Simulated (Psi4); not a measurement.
**CH6N2 (methylhydrazine): HF/STO-3G**

What is the vertical singlet–triplet gap of CH6N2 (methylhydrazine) at HF/STO-3G? 

The calculation is run with Psi4 1.11.

1 further run of the same task is left out (set aside as unsound or not needed).

### 1 The molecule

CH6N2 has 9 atoms, charge 0, and is taken as a singlet. As SMILES, `CNN`. The shape is that of a PBE0-D4/def2-TZVP optimisation. This is one conformer, not always the lowest.

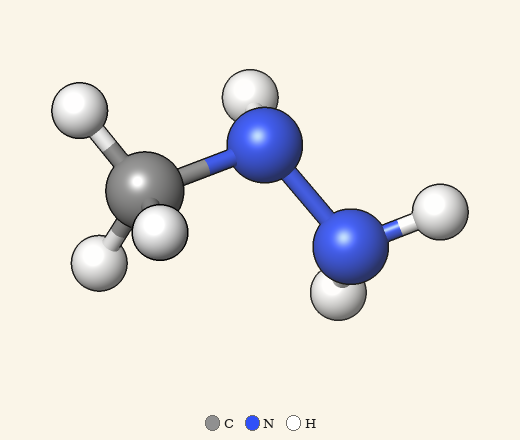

Viewed from a chosen angle; carbon grey, nitrogen blue, hydrogen white.

### 2 Energy and forces at HF/STO-3G

calc.in

```
memory 1600 MB

molecule {
  0 1
  C     -1.19487383     1.46038035    -0.78782682
  N      1.16596102     0.32956824    -0.01322808
  N      0.73113504    -1.65936851     1.71058009
  H     -2.53109917     0.12037555    -1.65728981
  H     -0.79973210     2.96006700    -2.15145319
  H     -2.11441456     2.29223779     0.85925847
  H      2.12877648    -0.27741180    -1.55770124
  H      0.31161584    -3.31665832     0.83072360
  H      2.30263128    -1.90919030     2.76693699
  units au
  symmetry c1
  no_reorient
  no_com
}

set basis STO-3G
set reference rhf
set puream true
set e_convergence 1e-09
set d_convergence 1e-08
set scf_type pk

energy_value, wavefunction = gradient('scf', return_wfn=True)
oeprop(wavefunction, 'MULLIKEN_CHARGES', 'QUADRUPOLE', 'WIBERG_LOWDIN_INDICES', title='SCF')
```

Run with:

```
$ psi4 calc.in calc.out -n 1
```

calc.out:

```text
[...]
  Running in c1 symmetry.
[...]
  Nuclear repulsion =   84.563479771098315
[...]
  Multiplicity = 1
[...]
  Nalpha       = 13
  Nbeta        = 13
[...]
    Number of basis functions: 21
[...]
   @RHF iter   1:  -148.29861675342855   -2.37154e+00   8.46409e-03 ADIIS/DIIS
[...]
   @RHF iter  10:  -148.32360078165323   -2.84217e-14   1.26838e-09 DIIS
[...]
  @RHF Final Energy:  -148.32360078165323
   => Energetics <=
    Nuclear Repulsion Energy =             84.5634797710983150
    One-Electron Energy =                -369.2418389921513153
    Two-Electron Energy =                 136.3547584393998022
    Total Energy =                       -148.3236007816532265
[...]
  -Total Gradient:
     Atom            X                  Y                   Z
    ------   -----------------  -----------------  -----------------
       1        0.032940088319    -0.013974727640     0.012826177973
       2       -0.023457222913    -0.017207071027    -0.010396419733
       3        0.025536825226     0.000107544759    -0.021442775097
       4       -0.004966962233    -0.003649071211    -0.002342435724
       5        0.001075349196     0.002139384948    -0.001910802697
       6       -0.000544213705     0.000666568206     0.002060515960
       7       -0.010299495916     0.009812454869     0.020125106682
       8       -0.000086621578     0.016863175188     0.010912616719
       9       -0.020197746395     0.005241741908    -0.009831984083
[...]
 Multipole Moments:
 ------------------------------------------------------------------------------------
     Multipole            Electronic (a.u.)      Nuclear  (a.u.)        Total (a.u.)
 ------------------------------------------------------------------------------------
 L = 1.  Multiply by 2.5417464519 to convert [e a0] to [Debye]
 Dipole X            :         -5.2298419            5.4082072            0.1783653
 Dipole Y            :          0.1594690           -0.6768999           -0.5174309
 Dipole Z            :         -6.8227110            6.2449780           -0.5777330
 Magnitude           :                                                    0.7958168
 L = 2.  Multiply by 1.3450342976 to convert [e a0^2] to [Debye ang]
 Quadrupole XX       :        -56.6028445           43.2721936          -13.3306509
 Quadrupole XY       :         28.0875418          -29.8114491           -1.7239073
[...]
  Mulliken Charges: (a.u.)
   Center  Symbol    Alpha    Beta     Spin     Total
       1     C     3.03953  3.03953  0.00000 -0.07906
       2     N     3.62750  3.62750  0.00000 -0.25500
       3     N     3.66308  3.66308  0.00000 -0.32616
       4     H     0.47687  0.47687  0.00000  0.04627
       5     H     0.46766  0.46766  0.00000  0.06467
       6     H     0.46140  0.46140  0.00000  0.07719
       7     H     0.42487  0.42487  0.00000  0.15026
       8     H     0.42470  0.42470  0.00000  0.15061
       9     H     0.41439  0.41439  0.00000  0.17122
   Total alpha = 13.00000, Total beta = 13.00000, Total charge = -0.00000
[...]
```

Run time: 2.4 s. Hardware: 1 thread of AMD EPYC 7R43 (Zen 3), shared host; peak memory 0.17 GiB.

### 3 The triplet

calc.py

```python
import psi4

psi4.set_memory(1600000000)
psi4.set_num_threads(1)
psi4.core.set_output_file('output.dat', False)

mol = psi4.geometry("""
0 3
C     -1.19487383     1.46038035    -0.78782682
N      1.16596102     0.32956824    -0.01322808
N      0.73113504    -1.65936851     1.71058009
H     -2.53109917     0.12037555    -1.65728981
H     -0.79973210     2.96006700    -2.15145319
H     -2.11441456     2.29223779     0.85925847
H      2.12877648    -0.27741180    -1.55770124
H      0.31161584    -3.31665832     0.83072360
H      2.30263128    -1.90919030     2.76693699
units bohr
symmetry c1
no_reorient
no_com
""")

psi4.set_options({
    'basis': 'STO-3G',
    'reference': 'uhf',
    'puream': True,
    'e_convergence': 1e-09,
    'd_convergence': 1e-08,
    'scf_type': 'pk',
    'maxiter': 100,
})

energy_value, wavefunction = psi4.gradient("hf", molecule=mol, return_wfn=True)
psi4.oeprop(wavefunction, "MULLIKEN_CHARGES", "DIPOLE", "QUADRUPOLE")
print('gradient / Eh bohr^-1')
print(energy_value.np.round(6))
print(f'energy = {wavefunction.energy():.10f} Eh')
for k, v in sorted(psi4.core.scalar_variables().items()):
    print(f'{k:45s} {v:18.10f}')
```

Run with:

```
$ python calc.py
```

output.dat:

```text
[...]
  Running in c1 symmetry.
[...]
  Nuclear repulsion =   84.563479771098315
[...]
  Multiplicity = 3
[...]
  Nalpha       = 14
  Nbeta        = 12
[...]
    Number of basis functions: 21
[...]
   @UHF iter   1:  -147.82936338242479   -1.90229e+00   1.29198e-02 ADIIS/DIIS
[...]
   @UHF iter  19:  -147.92069050492506   -1.27898e-12   9.28091e-09 DIIS
[...]
   @S^2 Observed:                2.015146164E+00
[...]
  @UHF Final Energy:  -147.92069050492506
   => Energetics <=
    Nuclear Repulsion Energy =             84.5634797710983150
    One-Electron Energy =                -369.3920121282129685
    Two-Electron Energy =                 136.9078418521896197
    Total Energy =                       -147.9206905049250622
  UHF NO Occupations:
  HONO-2 :   12  A 1.9966676
  HONO-1 :   13  A 1.0000000
[...]
  -Total Gradient:
     Atom            X                  Y                   Z
    ------   -----------------  -----------------  -----------------
       1        0.009960919913    -0.058295727041     0.015304568479
       2       -0.034876842330    -0.348601281459     0.353088229641
       3        0.092726859563     0.353891421548    -0.376607337694
       4       -0.015976286937     0.004675032265    -0.006045999446
       5        0.013127273912    -0.006038172130     0.005091074964
       6       -0.000956615784     0.002497834912     0.000181807382
       7       -0.038712665739    -0.020511433224     0.031083535706
       8       -0.002260445197     0.043459023576     0.000425947486
       9       -0.023032197401     0.028923301552    -0.022521826519
[...]
 Multipole Moments:
 ------------------------------------------------------------------------------------
     Multipole            Electronic (a.u.)      Nuclear  (a.u.)        Total (a.u.)
 ------------------------------------------------------------------------------------
 L = 1.  Multiply by 2.5417464519 to convert [e a0] to [Debye]
 Dipole X            :         -5.1694648            5.4082072            0.2387424
 Dipole Y            :          1.1854289           -0.6768999            0.5085290
 Dipole Z            :         -7.3459132            6.2449780           -1.1009352
 Magnitude           :                                                    1.2359847
 L = 2.  Multiply by 1.3450342976 to convert [e a0^2] to [Debye ang]
 Quadrupole XX       :        -55.6745275           43.2721936          -12.4023339
 Quadrupole XY       :         29.4786060          -29.8114491           -0.3328430
[...]
```

On the terminal:

```text
gradient / Eh bohr^-1
[[ 9.96100e-03 -5.82960e-02  1.53050e-02]
 [-3.48770e-02 -3.48601e-01  3.53088e-01]
 [ 9.27270e-02  3.53891e-01 -3.76607e-01]
 [-1.59760e-02  4.67500e-03 -6.04600e-03]
 [ 1.31270e-02 -6.03800e-03  5.09100e-03]
 [-9.57000e-04  2.49800e-03  1.82000e-04]
 [-3.87130e-02 -2.05110e-02  3.10840e-02]
 [-2.26000e-03  4.34590e-02  4.26000e-04]
 [-2.30320e-02  2.89230e-02 -2.25220e-02]]
energy = -147.9206905049 Eh
CURRENT ENERGY                                   -147.9206905049
CURRENT REFERENCE ENERGY                         -147.9206905049
DD SOLVATION ENERGY                                 0.0000000000
HF KINETIC ENERGY                                 148.4086086807
HF POTENTIAL ENERGY                              -296.3292991856
HF TOTAL ENERGY                                  -147.9206905049
HF VIRIAL RATIO                                     1.9967123324
NUCLEAR REPULSION ENERGY                           84.5634797711
ONE-ELECTRON ENERGY                              -369.3920121282
PCM POLARIZATION ENERGY                             0.0000000000
PE ENERGY                                           0.0000000000
SCF ITERATION ENERGY                             -147.9206905049
SCF ITERATIONS                                     19.0000000000
SCF TOTAL ENERGY                                 -147.9206905049
TWO-ELECTRON ENERGY                               136.9078418522
```

It took 2.6 s on 1 thread of AMD EPYC 7R43 (Zen 3), shared host; peak memory 0.17 GiB.

### 4 Outcome

Level: HF/STO-3G.

```
                                        quantity          value
                           singlet: total energy  -148.32360 Eh
                          singlet: dipole moment         2.02 D
                            singlet: HOMO energy       -8.50 eV
                            singlet: LUMO energy       16.16 eV
                          singlet: HOMO–LUMO gap       24.66 eV
               singlet: largest force on an atom     1.955 eV/Å
                           triplet: total energy  -147.92069 Eh
                          triplet: dipole moment         3.14 D
                                   triplet: ⟨S²⟩          2.015
               triplet: largest force on an atom    26.999 eV/Å
vertical energy of the triplet above the singlet      10.964 eV
```

In words: At this shape the triplet lies 10.96 eV (1058 kJ/mol) above the singlet. The largest force (singlet) is 1.95 eV/Å: the shape isn't a stationary point for this species at this level. In a minimal basis such a difference can be off by several eV, whatever the method. Mulliken charges (singlet) run from -0.33 on N3 to +0.17 on H9; they depend strongly on the basis. Mulliken charges (triplet) run from -0.44 on N3 to +0.18 on H7.
